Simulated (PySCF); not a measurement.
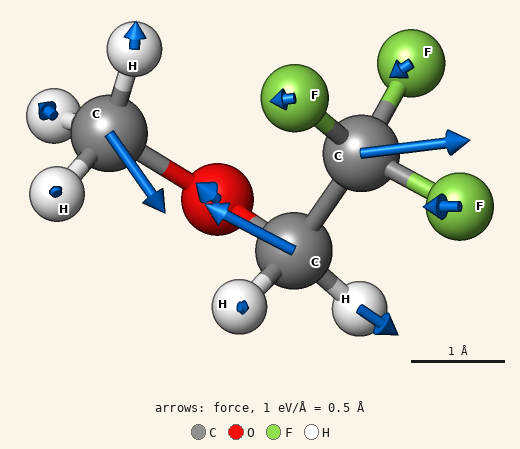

Starting geometry of C$_{3}$H$_{5}$F$_{3}$O with the computed forces as blue arrows. Style: ball-and-stick. Shown at a tilt.

The start comes from GFN2-xTB. Its atoms were then displaced at random by about 0.01 Å.

All numbers below come from PySCF, PBE0-D3(BJ)/def2-SVP geometry optimisation, gas phase. 

What follows when this structure is relaxed?

It isn't relaxed: the largest force vector, on a C atom, is 2.50 eV/Å. The final displacements have little in common with the starting forces (cosine between the two patterns 0.09). Over 15 geometry steps the energy falls by 0.155 eV. The largest move after the best rigid fit is that of an F atom, 0.43 Å. Largest moves by element: F 0.43 Å, H 0.35 Å, O 0.17 Å, C 0.12 Å. Near-neighbour distances that change, for instance: C–O 1.444 → 1.404 Å, C–F 1.371 → 1.337 Å, C–H 1.069 → 1.101 Å, C–O 1.400 → 1.384 Å. Among the angles between lasting bonds that change: H–C–H 113.0° → 108.7°, C–C–F 115.5° → 112.1°, C–C–H 109.7° → 106.5°.
